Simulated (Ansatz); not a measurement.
```yaml
atoms:
  - { symbol: Al, position_ang: [-2.3988, 0.8136, 0.6335] }
  - { symbol: C, position_ang: [1.1718, 0.2815, -0.6416] }
  - { symbol: H, position_ang: [0.7273, 1.2375, -0.9194] }
  - { symbol: O, position_ang: [-1.9579, -0.7081, 1.1859] }
  - { symbol: H, position_ang: [1.2099, 0.2009, 0.4445] }
  - { symbol: H, position_ang: [0.5669, -0.5308, -1.0437] }
  - { symbol: H, position_ang: [2.1811, 0.2216, -1.0483] }
  - { symbol: H, position_ang: [-1.5004, -1.5162, 1.3891] }
```

The product side of a reaction path; geometry: PBE0-D4/def2-TZVP.

All numbers below come from Ansatz, RKS PBE0-D4/def2-TZVPP.

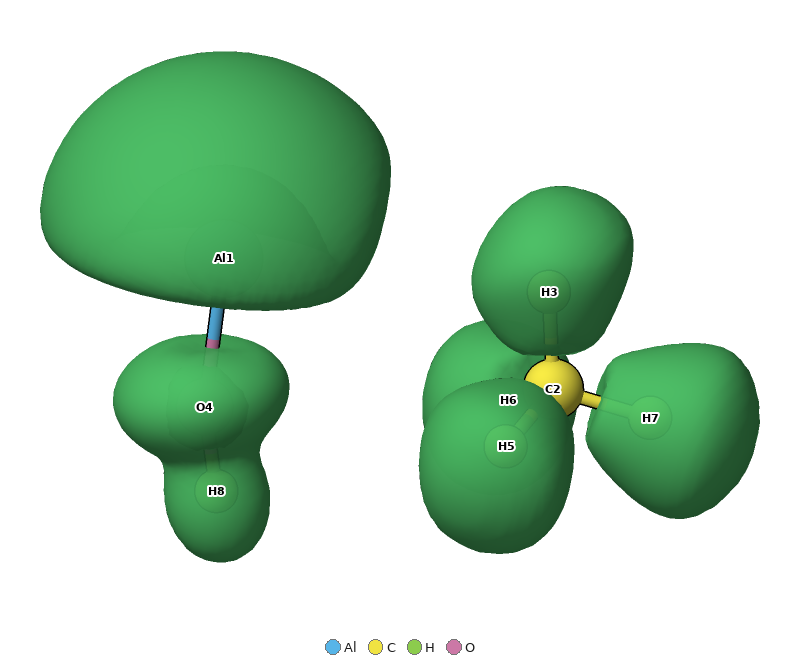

AlHO···CH4. Isosurface of the electron localisation function at 0.75 (green), seen at a tilt. Only the valence region is drawn (cores and ρ < 0.01 e/Å³ removed).

Identify the bonds, lone pairs and shells in this picture.

The surface consists of four regions around hydrogen nuclei, one lobe on Al, pointing away from the bonds (lone pairs) and one joined region spread over several atoms (H, O), in which their bonds and any lone pairs are merged. Along the contacts the grid gives the following. C2···Al1 (3.83 Å): the ELF dips to about 0 between them (a non-bonded, intermolecular contact). Al–O (1.68 Å): the ELF peaks at about 0.80 in the valence shell of O, 0.6 Å from its nucleus, and is about 0.30 at the midpoint.
